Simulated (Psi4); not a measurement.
# B3LYP/6-31G(d) (Cartesian functions) run of GeCl2 (SMILES Cl[Ge]Cl)

What is the energy change on altering one bond length of GeCl2 at B3LYP/6-31G* (Cartesian functions)? 

Program for the calculation: Psi4 1.11.

11 further runs of the same task are left out: 7 that didn't finish, 4 set aside as unsound or not needed.

**1. The structure to begin with**

GeCl2 has 3 atoms, charge 0, and is taken as a singlet. As SMILES, `Cl[Ge]Cl`. Geometry: relaxed at PBE0-D4/def2-TZVP.

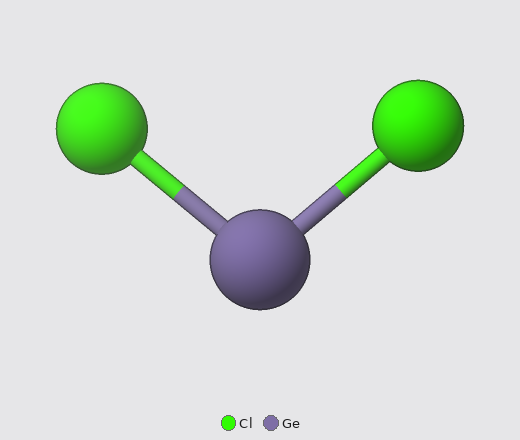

The structure, seen from a chosen angle (chlorine green, germanium purple).

**2. A single-point energy at B3LYP/6-31G(d) (Cartesian functions)**

job.json

```json
{
  "schema_name": "qcschema_input",
  "schema_version": 1,
  "molecule": {
    "schema_name": "qcschema_molecule",
    "schema_version": 2,
    "symbols": ["Cl", "Ge", "Cl"],
    "geometry": [-0.12362588, -3.17791463, 0.79886282, -0.79597154, 0.1269329, -1.57228993, 0.91959742, 3.05096283, 0.77340821],
    "molecular_charge": 0,
    "molecular_multiplicity": 1,
    "fix_symmetry": "c1",
    "fix_com": true,
    "fix_orientation": true
  },
  "driver": "energy",
  "model": {
    "method": "b3lyp",
    "basis": "6-31G*"
  },
  "keywords": {
    "puream": false,
    "e_convergence": 1e-09,
    "d_convergence": 1e-08,
    "scf_type": "pk",
    "dft_radial_points": 99,
    "dft_spherical_points": 590
  }
}
```

Run with:

```bash
$ psi4 --qcschema job.json -n 1 --memory 2200MB
```

stdout:

```text
[...]
  Running in c1 symmetry.
[...]
  Nuclear repulsion =  309.669448072651790
[...]
  Multiplicity = 1
[...]
  Nalpha       = 33
  Nbeta        = 33
[...]
    Number of basis functions: 73
[...]
   @RKS iter   1: -2995.81232852906669   -2.09234e+00   3.94882e-02 ADIIS/DIIS
[...]
   @RKS iter  11: -2997.25261034339019   -3.18323e-12   2.90747e-09 DIIS
[...]
    Orbital Energies [Eh]
    ---------------------
    Doubly Occupied:
       1A   -398.821699     2A   -101.544957     3A   -101.544948
       4A    -49.876980     5A    -44.402550     6A    -44.401171
       7A    -44.400497     8A     -9.463261     9A     -9.463250
      10A     -7.223561    11A     -7.223541    12A     -7.219866
      13A     -7.219856    14A     -7.218033    15A     -7.218008
      16A     -6.299987    17A     -4.472740    18A     -4.469289
      19A     -4.466325    20A     -1.274897    21A     -1.273504
      22A     -1.271142    23A     -1.271029    24A     -1.268099
      25A     -0.837751    26A     -0.812403    27A     -0.527983
      28A     -0.396426    29A     -0.361816    30A     -0.357357
      31A     -0.331045    32A     -0.317041    33A     -0.292073
[...]
  @RKS Final Energy: -2997.25261034339019
   => Energetics <=
    Nuclear Repulsion Energy =            309.6694480726517895
    One-Electron Energy =               -4781.7592026772881582
    Two-Electron Energy =                1583.9271325366844394
    DFT Exchange-Correlation Energy =    -109.0899882754385288
    Empirical Dispersion Energy =           0.0000000000000000
    VV10 Nonlocal Energy =                  0.0000000000000000
    Total Energy =                      -2997.2526103433901881
[...]
 Multipole Moments:
 ------------------------------------------------------------------------------------
     Multipole            Electronic (a.u.)      Nuclear  (a.u.)        Total (a.u.)
 ------------------------------------------------------------------------------------
 L = 1.  Multiply by 2.5417464519 to convert [e a0] to [Debye]
 Dipole X            :         11.5654180          -11.9395731           -0.3741551
 Dipole Y            :         -1.8438743            1.9036722            0.0597979
 Dipole Z            :         22.8455592          -23.5846703           -0.7391110
 Magnitude           :                                                    0.8305739
[...]
```

The result, in JSON:

```text
{
 "driver": "energy",
 "model": {
  "method": "b3lyp",
  "basis": "6-31G*"
 },
 "success": true,
 "return_result": -2997.25261034339,
 "properties": {
  "calcinfo_nbasis": 73,
  "calcinfo_nmo": 73,
  "calcinfo_nalpha": 33,
  "calcinfo_nbeta": 33,
  "calcinfo_natom": 3,
  "nuclear_repulsion_energy": 309.6694480726518,
  "return_energy": -2997.25261034339,
  "scf_one_electron_energy": -4781.759202677288,
  "scf_two_electron_energy": 1583.9271325366844,
  "scf_xc_energy": -109.08998827543853,
  "scf_dipole_moment": [-0.37415507551152416, 0.05979794415050699, -0.7391110252774169],
  "scf_total_energy": -2997.25261034339,
  "scf_iterations": 11
 }
}
```

It took 15 s on 1 thread of Intel Xeon at 2.50GHz (Skylake/Cascade Lake), shared host; peak memory 0.52 GiB.

**3. The distorted shape at the same level**

calc.inp

```
memory 2200 mb

molecule molecule1 {
  0 1
  Cl     0.219208    -3.080741     1.426534
  Ge    -0.421210     0.067170    -0.832020
  Cl     0.486630     1.614500     0.409270
  symmetry c1
}

set globals {
  puream               false
  e_convergence        1e-09
  d_convergence        1e-08
  scf_type             pk
  dft_radial_points    99
  dft_spherical_points 590
}

e, wfn = energy('b3lyp/6-31G*', return_wfn=True)
oeprop(wfn, 'MAYER_INDICES', 'QUADRUPOLE', 'LOWDIN_CHARGES')
print_variables()
```

Run with:

```bash
$ psi4 -n 1 calc.inp calc.out
```

calc.out:

```text
[...]
  Running in c1 symmetry.
[...]
  Nuclear repulsion =  237.048898558579481
[...]
  Multiplicity = 1
[...]
  Nalpha       = 33
  Nbeta        = 33
[...]
    Number of basis functions: 73
[...]
   @RKS iter   1: -2995.67945244591056   -2.34844e+00   3.91609e-02 DIIS/ADIIS
[...]
   @RKS iter  23: -2997.14179476832442   -1.70530e-10   7.50409e-09 DIIS
[...]
    Orbital Energies [Eh]
    ---------------------
    Doubly Occupied:
       1A   -398.895306     2A   -101.608948     3A   -101.458175
       4A    -49.949489     5A    -44.474987     6A    -44.474014
       7A    -44.473145     8A     -9.526161     9A     -9.369935
      10A     -7.286294    11A     -7.282536    12A     -7.281502
      13A     -7.132002    14A     -7.126116    15A     -7.125232
      16A     -6.370529    17A     -4.542919    18A     -4.539258
      19A     -4.537463    20A     -1.343898    21A     -1.342806
      22A     -1.341623    23A     -1.339895    24A     -1.338538
      25A     -0.882731    26A     -0.694430    27A     -0.573105
      28A     -0.400251    29A     -0.398512    30A     -0.395545
      31A     -0.240817    32A     -0.230449    33A     -0.229868
[...]
  @RKS Final Energy: -2997.14179476832442
   => Energetics <=
    Nuclear Repulsion Energy =            237.0488985585794808
    One-Electron Energy =               -4635.0373320956623502
    Two-Electron Energy =                1509.8310959530401760
    DFT Exchange-Correlation Energy =    -108.9844571842825047
    Empirical Dispersion Energy =           0.0000000000000000
    VV10 Nonlocal Energy =                  0.0000000000000000
    Total Energy =                      -2997.1417947683248713
[...]
 Multipole Moments:
 ------------------------------------------------------------------------------------
     Multipole            Electronic (a.u.)      Nuclear  (a.u.)        Total (a.u.)
 ------------------------------------------------------------------------------------
 L = 1.  Multiply by 2.5417464519 to convert [e a0] to [Debye]
 Dipole X            :          9.2605278           -6.9064919            2.3540359
 Dipole Y            :          5.6585648           -2.9268446            2.7317202
 Dipole Z            :         -0.0000000           -0.0000000           -0.0000000
 Magnitude           :                                                    3.6060754
 L = 2.  Multiply by 1.3450342976 to convert [e a0^2] to [Debye ang]
 Quadrupole XX       :       -265.8610199          233.8449755          -32.0160443
 Quadrupole XY       :       -208.8842236          203.5892392           -5.2949845
[...]
```

Run time: 19 s. Hardware: 1 thread of Intel Xeon at 2.50GHz (Skylake/Cascade Lake), shared host; peak memory 0.49 GiB.

**4. What came out**

At B3LYP/6-31G* (Cartesian functions):

| quantity | value |
| --- | --- |
| first shape: total energy | -2997.25261 Eh |
| first shape: dipole moment | 2.11 D |
| first shape: HOMO energy | -7.95 eV |
| first shape: LUMO energy | -3.32 eV |
| first shape: HOMO–LUMO gap | 4.63 eV |
| distorted shape: total energy | -2997.14179 Eh |
| distorted shape: dipole moment | 9.17 D |
| distorted shape: HOMO energy | -6.26 eV |
| distorted shape: LUMO energy | -5.04 eV |
| distorted shape: HOMO–LUMO gap | 1.22 eV |
| energy change with the Cl1–Ge2 bond stretched from 2.182 to 3.927 Å | 3.015 eV |

One bond (distorted shape) is far stretched, which a spin-restricted single reference describes badly; a broken-symmetry solution may lie lower. With the Cl1–Ge2 bond stretched from 2.182 to 3.927 Å the energy rises by 3.02 eV (291 kJ/mol). The first shape isn't relaxed at this level, so the change isn't measured from a minimum. A restricted reference can't describe the breaking bond well at this length.
